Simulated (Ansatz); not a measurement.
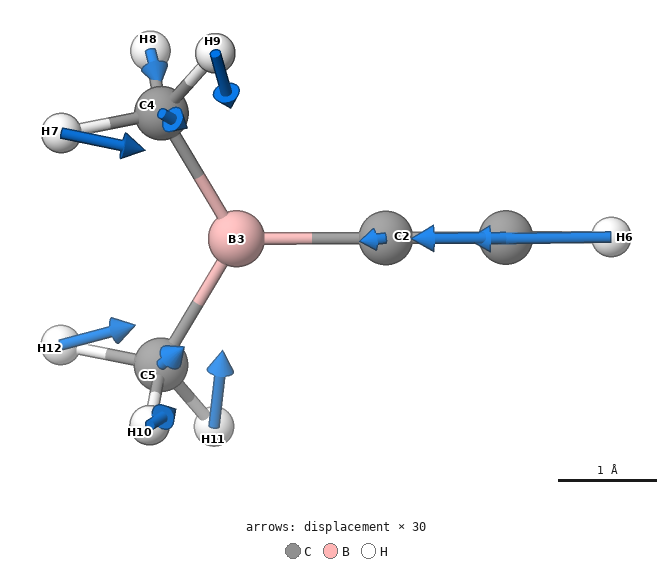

A relaxation of C4H7B. The starting structure is drawn; blue arrows show the displacements, 30 times their true length. The two geometries are superimposed by the best rigid fit.

Style: ball-and-stick. Shown at a tilt.

The start comes from PBE-D4/def2-SVP.

Level of theory: Ansatz, RKS PBE0-D4/def2-TZVP.

The input:
```yaml
crystal:
  periodic: [false, false, false]
  atoms:
    - {symbol: C, position_ang: [-0.671009, 2.563520, 0.488769]}
    - {symbol: C, position_ang: [-0.362081, 1.391875, 0.267324]}
    - {symbol: B, position_ang: [0.023743, -0.065999, -0.009406]}
    - {symbol: C, position_ang: [-0.663826, -1.216416, 0.820449]}
    - {symbol: C, position_ang: [1.097787, -0.384393, -1.118082]}
    - {symbol: H, position_ang: [-0.943248, 3.592584, 0.684420]}
    - {symbol: H, position_ang: [-0.074529, -2.155432, 0.855712]}
    - {symbol: H, position_ang: [-1.605504, -1.461252, 0.271301]}
    - {symbol: H, position_ang: [-0.976734, -0.921809, 1.841228]}
    - {symbol: H, position_ang: [2.083590, -0.364875, -0.592086]}
    - {symbol: H, position_ang: [1.166118, 0.369120, -1.926786]}
    - {symbol: H, position_ang: [1.002694, -1.402123, -1.548642]}
basis:
  gaussian: {orbitals: def2-TZVP}
hamiltonian: {xc: pbe0, dispersion: d4}
relax: {f_tol: 0.005, max_steps: 150}
```

Which element moves most?

Hydrogen: up to 0.050 Å, against 0.033 Å for carbon.

What did the optimiser do to the structure, and how much energy did it gain?

After 3 geometry steps the energy has fallen by 1.50 kcal/mol. The largest force component goes from 1.9 to 0.0031 eV/Å. H6 moves most after the best rigid fit: 0.050 Å. Largest moves by element: H 0.050 Å, C 0.033 Å, B 0.002 Å. Near-neighbour distances that change, for instance: C1–C2 1.232 → 1.208 Å, C4–H8 1.117 → 1.101 Å, C4–H7 1.109 → 1.092 Å, C1–H6 1.082 → 1.066 Å.
